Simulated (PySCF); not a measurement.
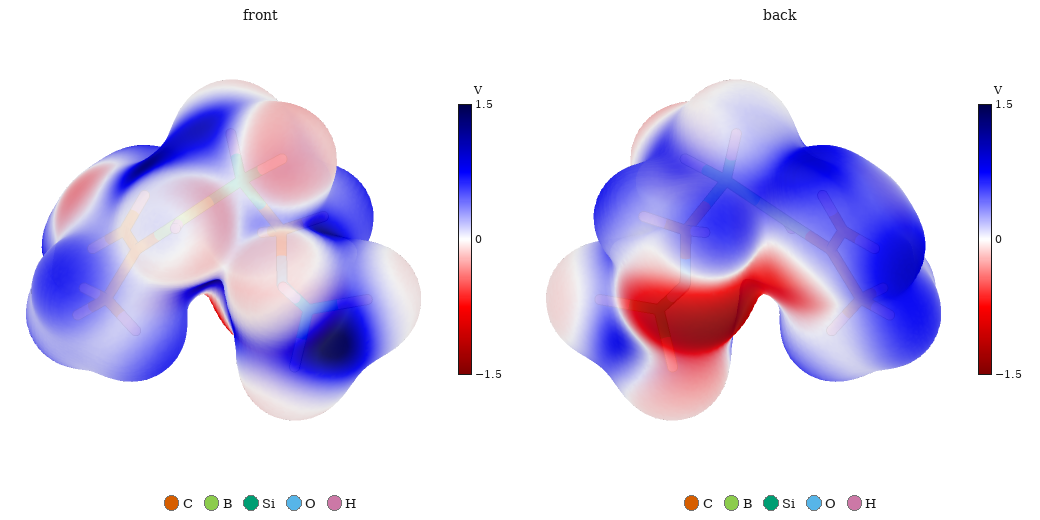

The picture shows: C4H13BOSi2. The molecular electrostatic potential painted on the density surface at 0.002 e/bohr³, seen from the front and from behind; red is negative and blue positive.

Geometry: GFN2-xTB.

All numbers below come from PBE0/pcSseg-1, SCF density, gas phase, non-relativistic in PySCF.

```xyz
21

C    -2.3083    1.0051   -0.1336
C    -1.7901   -0.2242   -0.0277
C    -2.2765   -1.3117   -0.9499
B    -0.7300   -0.5820    1.0474
Si    0.5150    0.7528    1.7584
C     1.5002    1.4545    0.2533
O     1.7609    0.4891   -0.7382
Si    2.6538   -0.8487   -0.6978
H    -1.9928    1.8108    0.5095
H    -3.0866    1.2446   -0.8442
H    -2.7270   -2.1185   -0.3732
H    -3.0087   -0.9381   -1.6633
H    -1.4340   -1.7310   -1.4986
H    -0.6564   -1.7101    1.3690
H    -0.0095    1.9744    2.4040
H     1.5464    0.2804    2.7057
H     2.4455    1.9016    0.5767
H     0.9218    2.2426   -0.2380
H     2.4898   -1.2760   -2.0795
H     2.1305   -1.8286    0.2647
H     4.0472   -0.5700   -0.3357
```

**Which sites attract a positive test charge, and which a negative one?**

A positive charge is drawn to the negative regions and a negative charge to the positive ones. The most negative region (about −1.4 V) lies over O7, the most positive (about +1.4 V) over Si8. O7 is the likeliest acceptor of a hydrogen bond.

**How polar is the molecule by this calculation?**

Its dipole moment is 1.12 D.
